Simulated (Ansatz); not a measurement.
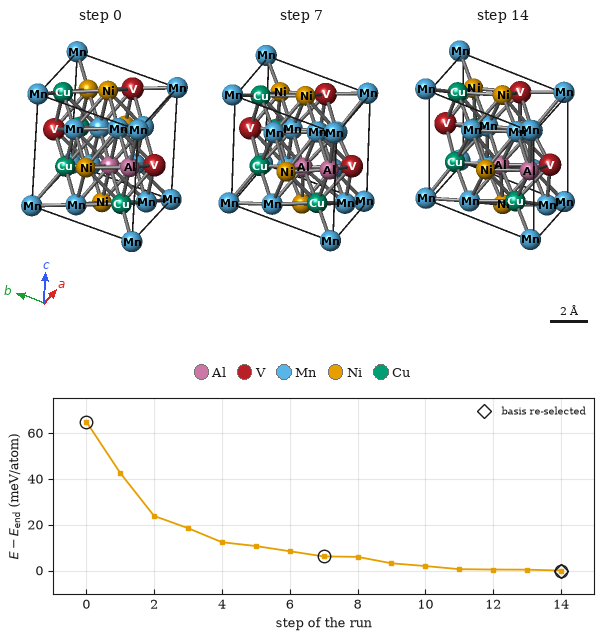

Frames of a relaxation of crystalline Mn9Al2V2Cu4Ni3 (a generated structure, set up in P1) (coarse preliminary run), marked on the history of the run. The picture is a ball-and-stick view of the cell of the calculation, seen from a free direction.

Case: elements placed on the bcc lattice at random.

Computed with DFT PBE, scalar-relativistic, plane waves, PAW in Ansatz 0.2.0. (plane-wave cutoff 420 eV; k-point mesh 2 × 2 × 2; occupations gaussian; smearing width 0.1 eV; mesh shifted by (0.5, 0.5, 0.5); collinear spin; cell and atoms relaxed; force threshold 0.04 eV/Å; at most 50 steps)

### Describe the path.

The energy falls by 65.0 meV per atom in 13 accepted moves (14 points after the start). Largest force component: 1.4 eV/Å at the start, 0.028 eV/Å at the end. Pressure: 0.48 GPa at the start and 0.05 GPa at the end. At 1 point the geometry stayed and the basis and grid were re-selected for the new cell (energy shift of 0.4 meV per atom at most each time). The largest move relative to the cell is that of a Cu atom, 0.36 Å roughly along +b. By element the largest moves are Cu 0.36 Å, Al 0.31 Å, Mn 0.31 Å, Ni 0.31 Å, V 0.28 Å. The drawn cell changes as follows: a 6.323 → 6.229 Å (−1.5 %), b 6.323 → 6.716 Å (+6.2 %), c 6.323 → 6.208 Å (−1.8 %), α 80.9° → 77.4°, β 80.9° → 85.4°, γ 80.9° → 77.4°; the volume changes by +1.2 %. Some distances before and after: Mn–V 2.857 → 3.441 Å, Cu–Mn 2.911 → 3.451 Å, Cu–Mn 2.927 → 3.424 Å, Al–Mn 2.939 → 3.425 Å. The space group stays P1 (No. 1). The program noted that the starting moments weren't kept. The run may lie on a higher electronic state than the lowest, so the end point isn't shown to be the ground-state structure. From step 0 to 7: a Ni atom moves most (0.23 Å), volume +0.4 %, energy −58.8 meV per atom. From step 7 to 14: a Mn atom moves most (0.19 Å), volume +0.8 %, energy −6.1 meV per atom.

| step | E − E(0), meV/atom | largest force component, eV/Å | pressure, GPa | volume, Å³/atom | note |
| --- | --- | --- | --- | --- | --- |
| 0 | 0.00 | 1.4437 | 0.48 | 12.210 |  |
| 1 | -22.38 | 0.5686 | -0.09 | 12.220 |  |
| 2 | -41.16 | 0.6361 | 1.24 | 12.189 |  |
| 3 | -46.49 | 0.4796 | 0.58 | 12.257 |  |
| 4 | -52.63 | 0.3199 | -0.32 | 12.385 |  |
| 5 | -54.30 | 0.1243 | -0.28 | 12.365 |  |
| 6 | -56.58 | 0.1852 | 0.06 | 12.316 |  |
| 7 | -58.82 | 0.1652 | 0.31 | 12.263 |  |
| 8 | -59.02 | 0.3161 | -0.95 | 12.437 |  |
| 9 | -61.82 | 0.1975 | -0.14 | 12.348 |  |
| 10 | -63.03 | 0.2579 | 0.77 | 12.271 |  |
| 11 | -64.39 | 0.0931 | -0.10 | 12.358 |  |
| 12 | -64.55 | 0.0656 | 0.10 | 12.343 |  |
| 13 | -64.61 | 0.0276 | -0.05 | 12.359 |  |
| 14 | -64.97 | 0.0279 | 0.05 | 12.359 | same geometry, new basis |

Limits of the set-up: the k-point mesh is coarse for a cell with partly filled bands.
